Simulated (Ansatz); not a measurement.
One crystal and one scan (energy against volume) at two levels, PBE (plane waves to 420 eV, PAW, scalar-relativistic; Ansatz, a first-principles code) and r2SCAN (plane waves to 500 eV, PAW, scalar-relativistic; Ansatz), each from its own relaxed cell and on its own mesh. The cell shown is that of PBE.

NiSi (MnP type, space group Pnma)

```yaml
crystal:
  lattice:
    - [5.18983, 0.00000, 0.00000]
    - [0.00000, 3.35027, 0.00000]
    - [0.00000, 0.00000, 5.62355]
  atoms:
    - { symbol: Ni, position: [0.50791, 0.25000, 0.68824] }
    - { symbol: Ni, position: [0.00791, 0.25000, 0.81176] }
    - { symbol: Ni, position: [0.49209, 0.75000, 0.31176] }
    - { symbol: Ni, position: [0.99209, 0.75000, 0.18824] }
    - { symbol: Si, position: [0.67925, 0.25000, 0.08277] }
    - { symbol: Si, position: [0.17925, 0.25000, 0.41723] }
    - { symbol: Si, position: [0.32075, 0.75000, 0.91723] }
    - { symbol: Si, position: [0.82075, 0.75000, 0.58277] }
```

This relaxed cell (volume V₀) is scaled evenly in all directions, its shape held. The atoms relax within the cell's symmetry.

The energy includes the smearing's −TS. NiSi is run without spin polarisation. NiSi was relaxed with its symmetry unable to fall. The PAW data are Ansatz's earlier set. With the shape held, the modulus is that of even scaling; a crystal free to change shape is softer. Percentages come from the unrounded values. Both scans cover V/V₀ from 0.840 to 1.160.

```csv
quantity,PBE,r2SCAN,PBE − r2SCAN
Lattice constant a (Å),5.190,5.123,+0.067 (+1.3 %)
Lattice constant b (Å),3.350,3.342,+0.008 (+0.3 %)
Lattice constant c (Å),5.624,5.568,+0.056 (+1.0 %)
Relaxed volume (Å³/atom),12.22,11.92,+0.30 (+2.6 %)
Pressure at the smallest volume (GPa),43.8,47.3,-3.5 (-7.5 %)
Energy cost of the largest compression (meV/atom),227,240,-13 (-5 %)
Energy cost of the largest expansion (meV/atom),123,130,-7 (-5 %)
Bulk modulus at fixed cell shape B₀ (third-order Birch-Murnaghan fit) (GPa),166.9,180.9,-14.0 (-7.7 %)
Pressure derivative B₀′ (fit),4.7,4.7,0.0
Pressure for 5 % compression (fit) (GPa),9.7,10.5,-0.8 (-8 %)
```

PBE gives the higher value for: lattice constant a; lattice constant b; lattice constant c; relaxed volume. PBE gives the lower value for: pressure at the smallest volume; energy cost of the largest compression; energy cost of the largest expansion; bulk modulus at fixed cell shape B₀; pressure for 5 % compression. They agree on: pressure derivative B₀′ (within 1.5 %).

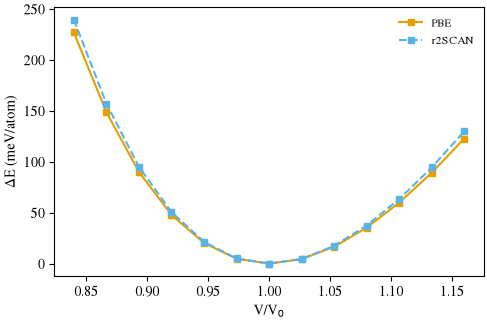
ΔE, each from the relaxed starting cell of its own level.

(Under strain, the slope of the energy per volume gives the stress and its curvature an elastic modulus.)
